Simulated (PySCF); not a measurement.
**C4H11BO2: density, localisation and related maps**

```yaml
atoms:
  - { symbol: O, position_ang: [2.0729, 1.3986, 0.5642] }
  - { symbol: B, position_ang: [2.1990, 0.5847, -0.5335] }
  - { symbol: O, position_ang: [0.4010, -0.2184, -0.6673] }
  - { symbol: C, position_ang: [-0.5915, 0.8074, -0.6784] }
  - { symbol: C, position_ang: [-1.8113, 0.2646, 0.0870] }
  - { symbol: C, position_ang: [-1.4255, -1.1864, 0.3893] }
  - { symbol: C, position_ang: [0.0974, -1.0993, 0.3999] }
  - { symbol: H, position_ang: [2.3004, 0.9827, 1.3949] }
  - { symbol: H, position_ang: [2.1463, 1.1497, -1.5642] }
  - { symbol: H, position_ang: [2.8000, -0.4341, -0.4541] }
  - { symbol: H, position_ang: [-0.8071, 1.0228, -1.7268] }
  - { symbol: H, position_ang: [-0.1825, 1.7060, -0.2061] }
  - { symbol: H, position_ang: [-1.9575, 0.8210, 1.0124] }
  - { symbol: H, position_ang: [-2.7232, 0.3329, -0.5019] }
  - { symbol: H, position_ang: [-1.7518, -1.8458, -0.4152] }
  - { symbol: H, position_ang: [-1.8308, -1.5482, 1.3312] }
  - { symbol: H, position_ang: [0.4524, -0.6869, 1.3545] }
  - { symbol: H, position_ang: [0.6029, -2.0448, 0.2024] }
```

Geometry: GFN2-xTB; at this geometry the atoms fall into two loosely joined parts.

Theory: B3LYP/def2-SVPD, SCF density, gas phase (PySCF).

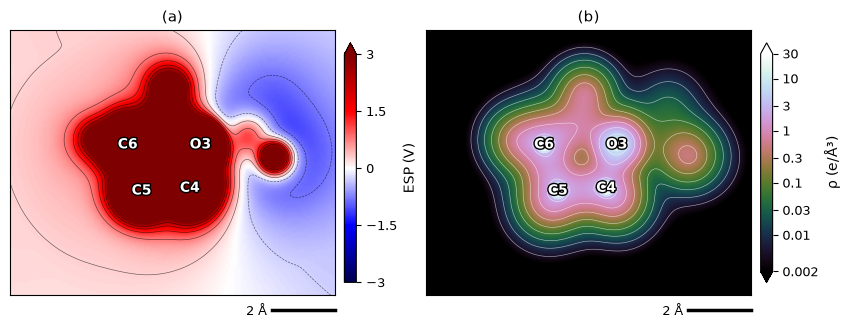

Figure 1. (a) molecular electrostatic potential; (b) electron density on the plane of atoms C4, C5 and C6.

Question: What does the map show?

Answer: Atoms in the plane: O and C.
C–O (1.43 Å): ρ is about 2 e/Å³ halfway, with its minimum of 1.7 e/Å³ about 0.5 Å from C.
C–C (1.54 Å): ρ at the midpoint is about 1.6 e/Å³.
Outside the dense part of the molecule the potential is most negative (−1.1 V) near H9, which lies off the plane.

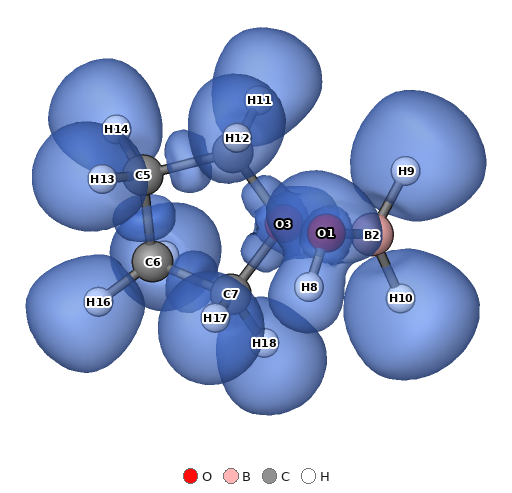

Figure 2. Isosurface of the ELF at 0.75 (blue), seen at a tilt. Core shells and regions of very low density are left out.

Question: Describe the localisation domains.

Answer: At this value the surface marks out three regions between bonded C–C atoms (shared pairs), ten regions around hydrogen nuclei, one region on O in which the atom's valence shell and bonds are merged and one joined region spread over several atoms (H, O), in which their bonds and any lone pairs are merged. Along the contacts the grid gives the following. B–O (1.37 Å): the ELF peaks at about 0.90 between the atoms: a short, strongly polar bond. C–O (1.42 Å): the ELF peaks at about 0.90 between the atoms, as expected for a shared but strongly polarised pair.

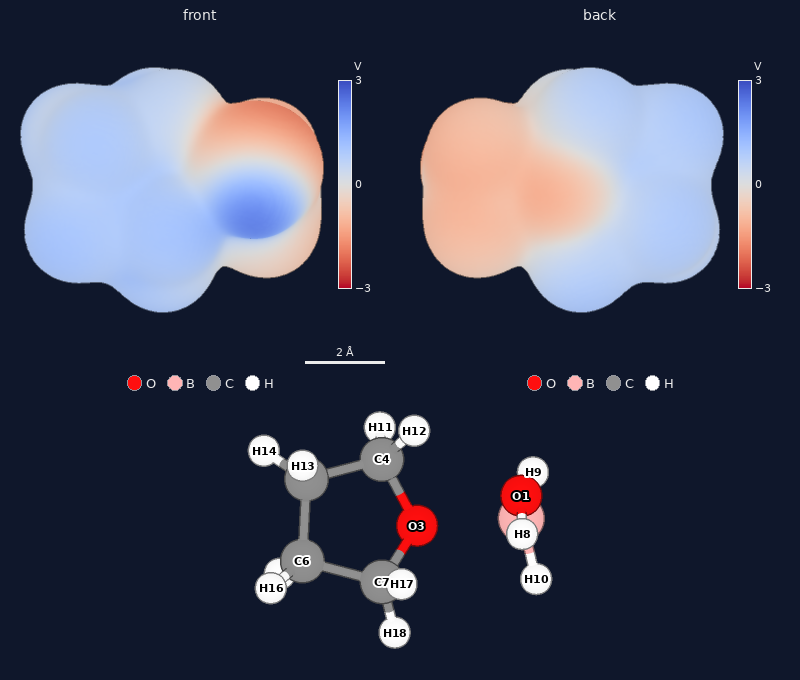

Figure 3. The electrostatic potential painted on the density surface at 0.002 e/bohr³, seen from the front and from behind; the colour scale runs from red (negative) to blue (positive). The bare structure is drawn below in the same view.

Question: Which sites attract a positive test charge, and which a negative one?

Answer: A positive charge is drawn to the negative regions and a negative charge to the positive ones. The most negative region (about −1.7 V) lies over O1, the most positive (about +2.1 V) over H8. O1 is the likeliest acceptor of a hydrogen bond.

Question: What dipole moment does the calculation give?

Answer: Its dipole moment is 4.13 D.
